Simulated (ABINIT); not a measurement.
# Beyond one shot: KF (Carobbiite)

Aim: iterate the self-energy on KF (Carobbiite) and follow the gap from cycle to cycle.

Method: LDA and many-body steps on it, plane waves, in ABINIT 10.8.3.

### Step 1. Set-up

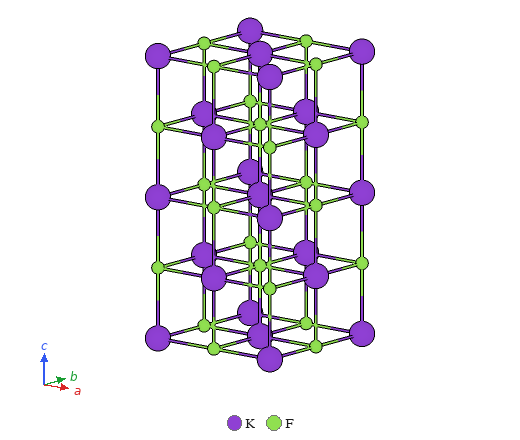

The starting structure, seen from a free direction (potassium purple, fluorine green). 1×1×2 cells are drawn. This picture shows the conventional cell, with its axes. Some periodic images of atoms are drawn too.

Structure file:

```cif
data_structure
_symmetry_space_group_name_H-M 'P 1'
_symmetry_Int_Tables_number 1
_cell_length_a 3.7786
_cell_length_b 3.7786
_cell_length_c 3.7786
_cell_angle_alpha 60.000
_cell_angle_beta 60.000
_cell_angle_gamma 60.000
_cell_volume 38.15
loop_
_atom_site_label
_atom_site_type_symbol
_atom_site_fract_x
_atom_site_fract_y
_atom_site_fract_z
_atom_site_occupancy
K1 K 0.00000 0.00000 0.00000 1
F2 F 0.50000 0.50000 0.50000 1
```

The cell and positions come from the Crystallography Open Database and are kept as given unless a step says otherwise.

### Step 2. Empty states on the mesh, 4×4×4 mesh, 47 bands

This step: ABINIT 10.8.3; DFT, LDA, plane waves, norm-conserving pseudopotentials.

The sums over transitions need many empty states on a uniform mesh; this step solves for them.

File run.abi:

```
acell 3*1.0 Angstrom
rprim 
  -0.000000000000 2.671850000000 2.671850000000
  2.671850000000 -0.000000000000 2.671850000000
  2.671850000000 2.671850000000 0.000000000000
ntypat 2
znucl 19 9
natom 2
typat 1 2
xred 
  0.000000000000 0.000000000000 0.000000000000
  0.500000000000 0.500000000000 0.500000000000
pp_dirpath "pseudos"
pseudos "K.upf, F.upf"
ecut 36
ngkpt 4 4 4
nshiftk 1
shiftk 0 0 0
kptopt 1
chksymbreak 0
iscf -2
irdden 1
istwfk *1
nband 47
nbdbuf 4
tolwfr 1e-09
nstep 60
prtvol 0
indata_prefix "in"
outdata_prefix "out"
tmpdata_prefix "tmp"
```

On the command line:

```bash
$ OMP_NUM_THREADS=1 mpirun -n 4 abinit run.abi > log
```

Numbers of over 12 decimals in the logs are rounded to 6 here.

The log of the run:

```text
.Version 10.8.3 of ABINIT. v10.8.2 released Aug 2026.

 Symmetries : space group Fm -3 m (#225); Bravais cF (face-center cubic)
[... echo of the input left out ...]
== DATASET  1 ==================================================================
-   mpi_nproc: 4, omp_nthreads: 1 (-1 if OMP is not activated)

--- !DatasetInfo
iteration_state: {dtset: 1, }
dimensions: {natom: 2, nkpt: 8, mband: 47, nsppol: 1, nspinor: 1, nspden: 1, mpw: 2685, }
cutoff_energies: {ecut:  36.0, pawecutdg:  -1.0, }
[...]
1.03271    1.03271    1.17830    1.38092    1.38092    1.38092    1.45888    1.50464
   1.50464    1.59650    1.59650    1.59650    1.87373    1.87373    1.87373    1.90111
   1.90920    1.90920    1.90920    1.96003    1.96003    1.96003    2.00955
 prteigrs : prtvol=0 or 1, do not print more k-points.

== END DATASET(S) ==============================================================
================================================================================

 -outvars: echo values of variables after computation  --------
            nband          47
             nkpt           8
          spgroup         225
 [... the other variables as echoed above ...]

 Calculation completed.
```

Elapsed: 11 s, on 4 MPI ranks of Arm Neoverse N1, shared host; peak memory 0.26 GiB; 43 s of CPU time.

This step gave:

| Property | Result |
| --- | --- |
| gap | 5.822 eV |
| k of the valence top | 0, 0, 0 |
| k of the conduction bottom | 0, 0, 0 |
| least direct gap | 5.822 eV |
| k points computed | 8 |
| lowest point of the top converged band, above the valence top | 50.0072 eV |

On this mesh the gap is 5.822 eV.

The density comes from a self-consistent run that is not shown.

### Step 3. Screening, 4×4×4 mesh, 43 bands, screening to 106.1 eV

The RPA dielectric matrix is built and inverted for each q.

This step: RPA screening on LDA, plane waves, norm-conserving pseudopotentials.

Changes to run.abi since step 2:

```diff
@@ -20,10 +20,11 @@
 chksymbreak 0
-iscf -2
-irdden 1
 istwfk *1
-nband 47
-nbdbuf 4
-tolwfr 1e-09
-nstep 60
-prtvol 0
+occopt 1
+irdwfk 1
+optdriver 3
+nband 43
+ecuteps 3.9
+inclvkb 2
+awtr 1
+symchi 1
 indata_prefix "in"
```

The log of the run:

```text
.Version 10.8.3 of ABINIT. v10.8.2 released Aug 2026.

 Symmetries : space group Fm -3 m (#225); Bravais cF (face-center cubic)
[... echo of the input left out ...]
== DATASET  1 ==================================================================
-   mpi_nproc: 4, omp_nthreads: 1 (-1 if OMP is not activated)

--- !DatasetInfo
iteration_state: {dtset: 1, }
dimensions: {natom: 2, nkpt: 8, mband: 43, nsppol: 1, nspinor: 1, nspden: 1, mpw: 2685, }
cutoff_energies: {ecut:  36.0, pawecutdg:  -1.0, }
electrons: {nelect:   1.60000000E+01, charge:   0.00000000E+00, occopt:   1.00000000E+00, tsmear:   1.00000000E-02, }

 SCREENING: Calculation of the susceptibility and dielectric matrices

 Based on a program developped by R.W. Godby, V. Olevano, G. Onida, and L. Reining.
 Incorporated in ABINIT by V. Olevano, G.-M. Rignanese, and M. Torrent.
.Using double precision arithmetic ; gwpc =  8

[... cell and pseudopotentials left out ...]
--------------------------------------------------------------------------------

 ==== K-mesh for the wavefunctions ====
 Number of points in the irreducible wedge :     8
[... list of points left out ...]
 Together with 48 symmetry operations and time-reversal symmetry
 yields    64 points in the full Brillouin Zone.

 ==== Q-mesh for the screening function ====
 Number of points in the irreducible wedge :     8
[... list of points left out ...]
 Together with 48 symmetry operations and time-reversal symmetry
 yields    64 points in the full Brillouin Zone.

 setmesh: FFT mesh size selected  =    25x   25x   25
          total number of points  =        15625

 vcoul_init : cutoff-mode = AUXILIARY_FUNCTION
 q-points for optical limit:   1
     1)      0.000010    0.000020    0.000030

- screening: taking advantage of time-reversal symmetry
- Maximum band index for partially occupied states nbvw = 8
- Remaining bands to be divided among processors   nbcw = 35
- Number of bands treated by each node ~8

 Number of electrons calculated from density =   16.0000; Expected =   16.0000
 average of density, n =  0.062152
 r_s =    1.5661
 omega_plasma =   24.0483 [eV]

 calculating chi0 at frequencies [eV] :
  1    0.000000E+00    0.000000E+00
  2    0.000000E+00    2.404829E+01

--------------------------------------------------------------------------------
  q-point number  1        q = ( 0.000000, 0.000000, 0.000000) [r.l.u.]
--------------------------------------------------------------------------------
[... chi0 elements left out ...]
 For q-point:  0.000010 0.000020 0.000030
  dielectric constant =   1.9483
  dielectric constant without local fields =   2.1502

  Average fulfillment of the sum rule on Im[epsilon] for q-point    1 :     42.91  [%]
[... wings left out ...]
  q-point number  2        q = ( 0.250000, 0.000000, 0.000000) [r.l.u.]
--------------------------------------------------------------------------------
[... chi0 elements left out ...]
  Average fulfillment of the sum rule on Im[epsilon] for q-point    2 :     58.73  [%]

 [... 6 further q-points ...]
```

Elapsed: 10 s, on 4 MPI ranks; peak memory 0.45 GiB.

Numbers from this step:

```
ε∞ with local fields, on this mesh, along the program's q direction : 1.948
the same without local fields                                       : 2.150
plasma frequency                                                    : 24.05 eV
plane waves in the screening matrix                                 : 113
```

Local fields lower ε∞ by 9 %. On a Γ-centred mesh this coarse the value itself is usually too large, while a short band sum pulls it down.

### Step 4. G0W0

The self-energy is evaluated for the states that the input lists, and the levels follow from it, in one-shot runs by the linearised quasiparticle equation.

This step: G0W0 on LDA, plane waves, norm-conserving pseudopotentials.

Changes to run.abi since step 3:

```diff
@@ -23,8 +23,15 @@
 irdwfk 1
-optdriver 3
+optdriver 4
 nband 43
+gwcalctyp 0
+ecutsigx 36
+symsigma 1
+nkptgw 1
+kptgw 
+  0.0000000000 0.0000000000 0.0000000000
+bdgw 
+  6 12
 ecuteps 3.9
-inclvkb 2
-awtr 1
-symchi 1
+irdscr 1
+ppmodel 1
 indata_prefix "in"
```

The log of the run:

```text
.Version 10.8.3 of ABINIT. v10.8.2 released Aug 2026.

 Symmetries : space group Fm -3 m (#225); Bravais cF (face-center cubic)
[... echo of the input left out ...]
== DATASET  1 ==================================================================
-   mpi_nproc: 4, omp_nthreads: 1 (-1 if OMP is not activated)

--- !DatasetInfo
iteration_state: {dtset: 1, }
dimensions: {natom: 2, nkpt: 8, mband: 43, nsppol: 1, nspinor: 1, nspden: 1, mpw: 2685, }
cutoff_energies: {ecut:  36.0, pawecutdg:  -1.0, }
electrons: {nelect:   1.60000000E+01, charge:   0.00000000E+00, occopt:   1.00000000E+00, tsmear:   1.00000000E-02, }

 SIGMA: Calculation of the GW corrections

 Based on a program developped by R.W. Godby, V. Olevano, G. Onida, and L. Reining.
 Incorporated in ABINIT by V. Olevano, G.-M. Rignanese, and M. Torrent.
.Using double precision arithmetic ; gwpc =  8

[... cell and pseudopotentials left out ...]
--------------------------------------------------------------------------------

 ==== K-mesh for the wavefunctions ====
 Number of points in the irreducible wedge :     8
[... list of points left out ...]
 Together with 48 symmetry operations and time-reversal symmetry
 yields    64 points in the full Brillouin Zone.

 ==== Q-mesh for screening function ====
 Number of points in the irreducible wedge :     8
[... list of points left out ...]
 Together with 48 symmetry operations and time-reversal symmetry
 yields    64 points in the full Brillouin Zone.

 vcoul_init : cutoff-mode = AUXILIARY_FUNCTION
 q-points for optical limit:   1
     1)      0.000010    0.000020    0.000030
 setmesh: FFT mesh size selected  =    40x   40x   40
          total number of points  =        64000

 Number of electrons calculated from density =   16.0000; Expected =   16.0000
 average of density, n =  0.062152
 r_s =    1.5661
 omega_plasma =   24.0483 [eV]

 === KS Band Gaps ===
  >>>> For spin  1
   Minimum direct gap =   5.8215 [eV], located at k-point      :   0.0000  0.0000  0.0000
   Fundamental gap    =   5.8215 [eV], Top of valence bands at :   0.0000  0.0000  0.0000
                                       Bottom of conduction at :   0.0000  0.0000  0.0000
 SIGMA fundamental parameters:
 PLASMON POLE MODEL  1
 number of plane-waves for SigmaX                 2685
 number of plane-waves for SigmaC and W            113
 number of plane-waves for wavefunctions          2685
 number of bands                                    43
 number of independent spin polarizations            1
 number of spinorial components                      1
 number of k-points in IBZ                           8
 number of q-points in IBZ                           8
 number of symmetry operations                      48
 number of k-points in BZ                           64
 number of q-points in BZ                           64
 number of frequencies for dSigma/dE                 9
 frequency step for dSigma/dE [eV]                0.25
 number of omega for Sigma on real axis              0
 max omega for Sigma on real axis  [eV]           0.00
 zcut for avoiding poles [eV]                     0.10

 EPSILON^-1 parameters (SCR file):
 dimension of the eps^-1 matrix on file            113
 dimension of the eps^-1 matrix used               113
 number of plane-waves for wavefunctions          2685
 number of bands                                    43
 number of q-points in IBZ                           8
 number of frequencies                               2
 number of real frequencies                          1
 number of imag frequencies                          1

 matrix elements of self-energy operator (all in [eV])

 Perturbative Calculation

--- !SelfEnergy_ee
iteration_state: {dtset: 1, }
kpoint     : [   0.000,    0.000,    0.000, ]
spin       : 1
KS_gap     :    5.821
QP_gap     :    9.830
Delta_QP_KS:    4.009
data: !SigmaeeData |
     Band     E0 <VxcDFT>   SigX SigC(E0)      Z dSigC/dE  Sig(E)    E-E0       E
        6  -0.305 -21.597 -29.368   5.037   0.808  -0.237 -23.807  -2.210  -2.515
        7  -0.305 -21.597 -29.368   5.037   0.808  -0.237 -23.807  -2.210  -2.515
        8  -0.305 -21.597 -29.368   5.037   0.808  -0.237 -23.807  -2.210  -2.515
        9   5.516  -8.806  -4.130  -2.669   0.896  -0.116  -7.008   1.799   7.315
       10  10.239 -11.047  -4.836  -2.726   0.890  -0.123  -7.944   3.103  13.341
       11  10.239 -11.047  -4.836  -2.726   0.890  -0.123  -7.944   3.103  13.341
       12  10.239 -11.047  -4.836  -2.726   0.890  -0.123  -7.944   3.103  13.341

== END DATASET(S) ==============================================================
================================================================================

 -outvars: echo values of variables after computation  --------
           etotal      0.0000000000E+00
            nband          43
             nkpt           8
          spgroup         225
 [... the other variables as echoed above ...]

 Calculation completed.
```

Elapsed: 4.3 s, on 4 MPI ranks; peak memory 0.41 GiB.

This step gave:

- G0W0 gap on the points computed: 9.83 eV
- starting gap on the mesh: 5.822 eV
- k of the valence top: 0, 0, 0
- k of the conduction bottom: 0, 0, 0
- Z at the valence top: 0.808
- Z at the conduction bottom: 0.896
- least direct G0W0 gap on the computed points: 9.83 eV

The gap on the mesh goes from 5.82 eV to 9.83 eV, a correction of +4.01 eV.

### Step 5. evGW0, cycle 1

This step: evGW0 on LDA, plane waves, norm-conserving pseudopotentials.

Changes to run.abi since step 4:

```diff
@@ -25,10 +25,24 @@
 nband 43
-gwcalctyp 0
+gwcalctyp 10
 ecutsigx 36
 symsigma 1
-nkptgw 1
+nkptgw 8
 kptgw 
   0.0000000000 0.0000000000 0.0000000000
+  0.2500000000 0.0000000000 0.0000000000
+  0.5000000000 0.0000000000 0.0000000000
+  0.2500000000 0.2500000000 0.0000000000
+  0.5000000000 0.2500000000 0.0000000000
+  -0.2500000000 0.2500000000 0.0000000000
+  0.5000000000 0.5000000000 0.0000000000
+  -0.2500000000 0.5000000000 0.2500000000
 bdgw 
-  6 12
+  1 12
+  1 12
+  1 12
+  1 12
+  1 12
+  1 12
+  1 12
+  1 12
 ecuteps 3.9
```

The log of the run:

```text
.Version 10.8.3 of ABINIT. v10.8.2 released Aug 2026.

 Symmetries : space group Fm -3 m (#225); Bravais cF (face-center cubic)
[... echo of the input left out ...]
== DATASET  1 ==================================================================
-   mpi_nproc: 4, omp_nthreads: 1 (-1 if OMP is not activated)

--- !DatasetInfo
iteration_state: {dtset: 1, }
dimensions: {natom: 2, nkpt: 8, mband: 43, nsppol: 1, nspinor: 1, nspden: 1, mpw: 2685, }
cutoff_energies: {ecut:  36.0, pawecutdg:  -1.0, }
electrons: {nelect:   1.60000000E+01, charge:   0.00000000E+00, occopt:   1.00000000E+00, tsmear:   1.00000000E-02, }

 SIGMA: Calculation of the GW corrections

 Based on a program developped by R.W. Godby, V. Olevano, G. Onida, and L. Reining.
 Incorporated in ABINIT by V. Olevano, G.-M. Rignanese, and M. Torrent.
.Using double precision arithmetic ; gwpc =  8

[... cell and pseudopotentials left out ...]
--------------------------------------------------------------------------------

 ==== K-mesh for the wavefunctions ====
 Number of points in the irreducible wedge :     8
[... list of points left out ...]
 Together with 48 symmetry operations and time-reversal symmetry
 yields    64 points in the full Brillouin Zone.

 ==== Q-mesh for screening function ====
 Number of points in the irreducible wedge :     8
[... list of points left out ...]
 Together with 48 symmetry operations and time-reversal symmetry
 yields    64 points in the full Brillouin Zone.

 vcoul_init : cutoff-mode = AUXILIARY_FUNCTION
 q-points for optical limit:   1
     1)      0.000010    0.000020    0.000030
 setmesh: FFT mesh size selected  =    40x   40x   40
          total number of points  =        64000

 Number of electrons calculated from density =   16.0000; Expected =   16.0000
[...]
QP_gap     :   12.654
Delta_QP_KS:    4.659
data: !SigmaeeData |
     Band     E_DFT   <VxcDFT>   E(N-1)  <Hhartree>   SigX  SigC[E(N-1)]    Z     dSigC/dE  Sig[E(N)]  DeltaE  E(N)_pert E(N)_diago
[...]
--- !SelfEnergy_ee
iteration_state: {dtset: 1, }
kpoint     : [  -0.250,    0.500,    0.250, ]
spin       : 1
KS_gap     :    9.634
QP_gap     :   14.399
Delta_QP_KS:    4.766
data: !SigmaeeData |
     Band     E_DFT   <VxcDFT>   E(N-1)  <Hhartree>   SigX  SigC[E(N-1)]    Z     dSigC/dE  Sig[E(N)]  DeltaE  E(N)_pert E(N)_diago
[...]
11    10.771   -12.351    10.771    23.122    -6.039    -2.753     0.887    -0.128    -9.196     3.155    13.927    14.331
       12    12.919   -13.990    12.919    26.909    -7.231    -2.783     0.874    -0.144   -10.515     3.475    16.394    16.896

 New Fermi energy :        8.238382E-02 Ha ,    2.241778E+00 eV
 New Exchange energy :    -8.418946E+00 Ha ,   -2.290912E+02 eV

 === QP Band Gaps ===
  >>>> For spin  1
   Minimum direct gap =  10.5622 [eV], located at k-point      :   0.0000  0.0000  0.0000
   Fundamental gap    =  10.5622 [eV], Top of valence bands at :   0.0000  0.0000  0.0000
                                       Bottom of conduction at :   0.0000  0.0000  0.0000

 writing QP data on file : out_QPS

 Convergence of QP corrections
 >>>>> For spin  1 <<<<<
.  kptgw no:  1; Maximum DeltaE = (  -3.563   0.000) for band index:  3
.  kptgw no:  2; Maximum DeltaE = (  -3.563   0.000) for band index:  4
.  kptgw no:  3; Maximum DeltaE = (  -3.570  -0.088) for band index:  2
[...]
.  kptgw no:  7; Maximum DeltaE = (   4.088   0.000) for band index: 12
.  kptgw no:  8; Maximum DeltaE = (  -3.566  -0.000) for band index:  5

== END DATASET(S) ==============================================================
================================================================================

 -outvars: echo values of variables after computation  --------
           etotal      0.0000000000E+00
            nband          43
             nkpt           8
          spgroup         225
 [... the other variables as echoed above ...]

 Calculation completed.
```

Run time: 37 s. Hardware: 4 MPI ranks; peak memory 0.9 GiB; 2.4 min of CPU time.

Numbers from this step:

* quasiparticle gap on the mesh: 10.56 eV
* gap of the density functional on the mesh: 5.822 eV
* k of the valence top: 0, 0, 0
* k of the conduction bottom: 0, 0, 0
* Z at the valence top: 0.808
* Z at the conduction bottom: 0.896
* least direct quasiparticle gap on the computed points: 10.56 eV

Against G0W0 in ABINIT (4×4×4 mesh, 43 bands, screening to 106.1 eV, Godby-Needs plasmon pole), the gap moves by +0.732 eV. This first cycle still uses the starting levels; it takes the full correction, at all points of the mesh, and its linearised value is 9.830 eV.

### Step 6. evGW0, cycle 2

The corrected levels of the last cycle go back in.

Changes to run.abi since step 5:

```diff
@@ -50,2 +50,3 @@
 ppmodel 1
+irdqps 1
 indata_prefix "in"
```

The log of the run:

```text
.Version 10.8.3 of ABINIT. v10.8.2 released Aug 2026.

 Symmetries : space group Fm -3 m (#225); Bravais cF (face-center cubic)
[... echo of the input left out ...]
== DATASET  1 ==================================================================
-   mpi_nproc: 4, omp_nthreads: 1 (-1 if OMP is not activated)

--- !DatasetInfo
iteration_state: {dtset: 1, }
dimensions: {natom: 2, nkpt: 8, mband: 43, nsppol: 1, nspinor: 1, nspden: 1, mpw: 2685, }
cutoff_energies: {ecut:  36.0, pawecutdg:  -1.0, }
[...]
.  kptgw no:  3; Maximum DeltaE = (  -0.607   0.017) for band index:  1
[...]
.  kptgw no:  7; Maximum DeltaE = (   0.677   0.364) for band index:  2
.  kptgw no:  8; Maximum DeltaE = (   0.552   0.287) for band index:  2

== END DATASET(S) ==============================================================
================================================================================

 -outvars: echo values of variables after computation  --------
           etotal      0.0000000000E+00
            nband          43
             nkpt           8
          spgroup         225
 [... the other variables as echoed above ...]

 Calculation completed.
```

Run time: 36 s. Hardware: 4 MPI ranks; peak memory 0.9 GiB; 2.4 min of CPU time.

Numbers from this step:

| Quantity | Value |
| --- | --- |
| quasiparticle gap on the mesh | 10.46 eV |
| gap of the density functional on the mesh | 5.822 eV |
| k of the valence top | 0, 0, 0 |
| k of the conduction bottom | 0, 0, 0 |
| least direct quasiparticle gap on the computed points | 10.46 eV |

Against the cycle before, the gap moves by −0.107 eV.

(Continued in part 2 of 3.)

[Paths, hosts, dates, memory and timing lines, banners, echoed tables and standing remarks are left out of the program output.]

[Logs are printed without paths, hosts, clocks, repeated set-up lines and the standing remarks that a program may print on its own settings, such as how far it seeks lower states.]

[Runs of the session that timed out or met a known fault of the program may be left out.]

[Hosts, paths, dates, database ids (printed as entryN), source tags and the programs' standing remarks are cut or masked in the printed files.]

[G0W0 gaps are taken among the corrected bands and points alone; a level outside them can change the order at an edge.]

[Where Ansatz stands beside ABINIT at settings called matched, ABINIT's density can come from a denser mesh and the files from another edition; pairs whose starting gaps differed by over 0.03 eV were left out, so agreement reads better than it is.]
